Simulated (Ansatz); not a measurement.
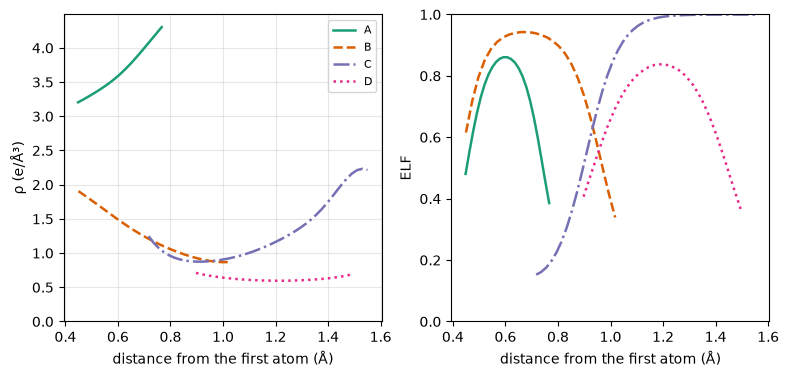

CH7Ge3N (SMILES N#[C][GeH]([GeH3])[GeH3]). Total electron density and ELF along straight lines between neighbouring atoms. The curves leave out the atomic cores.

Computed with Ansatz 0.2.0, SCF PBE0, Gaussian basis.

| atom | x (Å) | y (Å) | z (Å) |
| --- | --- | --- | --- |
| N | 0.2364 | 3.2862 | -0.7635 |
| C | 0.1272 | 2.2512 | -0.2582 |
| Ge | -0.0513 | 0.5569 | 0.5681 |
| Ge | 1.9174 | -0.7384 | 0.1559 |
| Ge | -1.9465 | -0.5781 | -0.3503 |
| H | -0.2437 | 0.7399 | 2.0951 |
| H | 1.7672 | -2.1277 | 0.8264 |
| H | 3.1494 | -0.0050 | 0.7445 |
| H | 2.1002 | -0.9182 | -1.3727 |
| H | -2.0875 | -1.9677 | 0.3215 |
| H | -1.7442 | -0.7587 | -1.8763 |
| H | -3.2246 | 0.2595 | -0.0905 |

Q: Which curve belongs to which contact (C–Ge, C–N, Ge–Ge and Ge–H)? The first atom named is at distance zero.

A: Curve A: C–N (1.16 Å): the density is about 3.5 e/Å³ at the midpoint; the ELF peaks at about 0.85 between the atoms (a short, multiple covalent bond). Curve B: C–Ge (1.89 Å): ρ is about 0.89 e/Å³ halfway; the ELF peaks at about 0.95 in the valence shell of C, 0.7 Å from its nucleus, and is about 0.60 at the midpoint. Curve C: Ge–H (1.55 Å): ρ is about 1 e/Å³ halfway; the ELF climbs to about 1 towards the hydrogen. Curve D: Ge–Ge (2.39 Å): ρ at the midpoint is about 0.6 e/Å³; the ELF peaks at about 0.85 between the atoms, as expected for a covalent bond.
